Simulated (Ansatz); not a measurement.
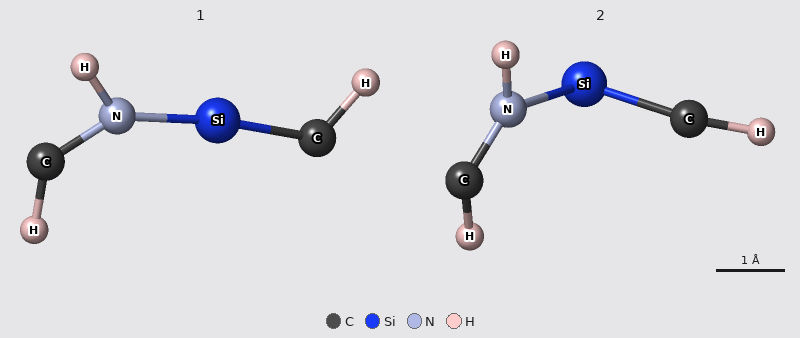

Two geometries of C$_{2}$H$_{3}$NSi, drawn at one scale. One is the start of a relaxation, the other its converged end. A ball-and-stick model, seen at a tilt.

The calculation used Ansatz, RKS B3LYP-D4/def2-SVP. Set-up: no spin polarisation; force threshold 0.02 eV/Å; at most 50 steps.

Which one is relaxed?

Answer. Structure 2 is the relaxed one. The run prepares an end point of a later path (hydrogen shift) calculation, from a guessed geometry. After 28 accepted moves (35 points after the start) the energy has fallen by 224.3 kJ/mol. Largest force component: 5.1 eV/Å at the start, 0.0058 eV/Å at the end. The line search rejected the trial steps at points 8, 12, 16, 22, 24, 25, 28 of the run. The atom that moves furthest after the best rigid fit is the Si atom (1.06 Å). Largest moves by element: Si 1.06 Å, H 0.78 Å, C 0.68 Å, N 0.17 Å. Near-neighbour distances that change, for instance: N–Si 1.666 → 1.947 Å, C–Si 1.712 → 1.674 Å, C–H 1.091 → 1.108 Å, H–N 1.040 → 1.022 Å. Among the angles between lasting bonds that change: C–Si–N 173.1° → 107.0°, Si–C–H 115.9° → 157.5°, C–N–H 84.4° → 118.2°.
